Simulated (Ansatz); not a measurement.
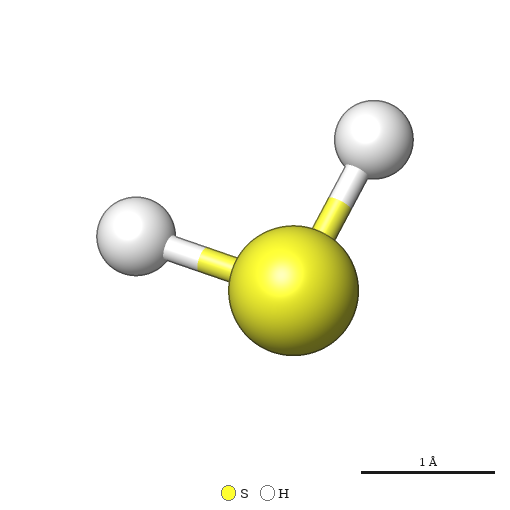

A ball-and-stick model of a molecule. Every bond is drawn as one stick, whatever its order.

The computed structure is the end point of a PBE0-D4/def2-TZVP optimisation.

Description:

Formula H₂S. This geometry has C2v symmetry. Coordination: 1 S bent.

More results for the same structure follow; atom numbers are the same in all pictures, views and colours differ.

## Geometry

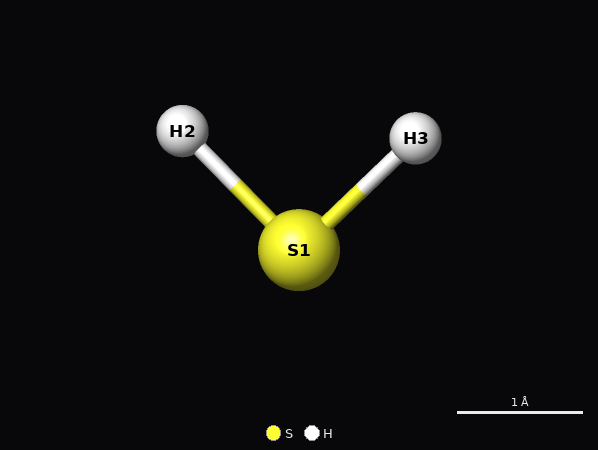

Numbered structure.

What are the angles H2–S1–H3?

```tsv
angle	degrees
H2–S1–H3	92.3
```

## Dipole moment

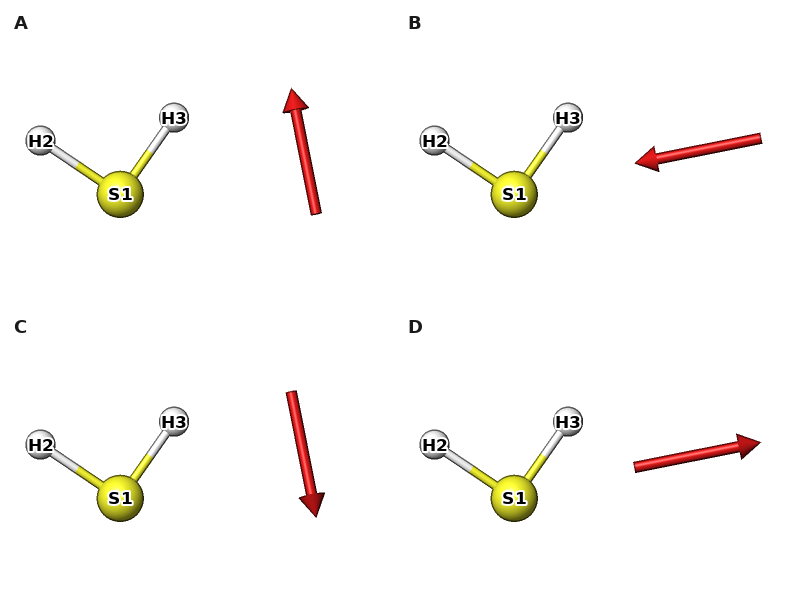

The same molecule four times, each with an arrow. Properties computed with RKS PBE0-D4/def2-TZVP (Ansatz 0.2.0).

Which arrow points along the dipole moment, from the negative to the positive end?

Answer. A. The dipole moment is 1.16 D; it points from the side of S1 to the side of H2, H3 (the outermost atoms at the two ends).

## Vibrations

Harmonic vibrations computed with RKS PBE0-D4/def2-TZVP (Ansatz 0.2.0) at a stationary point of the same level.

How many vibrational modes are there, and where do they lie?

Answer. 3 modes: 1209, 2724, 2740 cm⁻¹.

## Charges

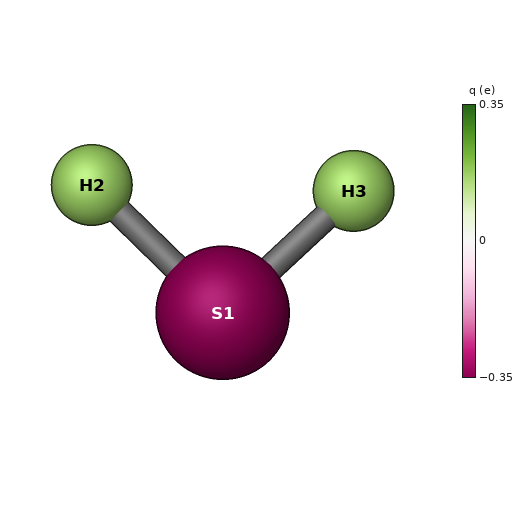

Atoms are coloured by their Mulliken charges. Level of theory: RKS PBE0-D4/def2-TZVP (Ansatz 0.2.0).

List the Mulliken charges.

```json
{"atom": "S1", "value (e)": "−0.35"}
{"atom": "H2", "value (e)": "0.17"}
{"atom": "H3", "value (e)": "0.17"}
```

Mulliken values depend strongly on the basis set and can even reverse the polarity of a bond.
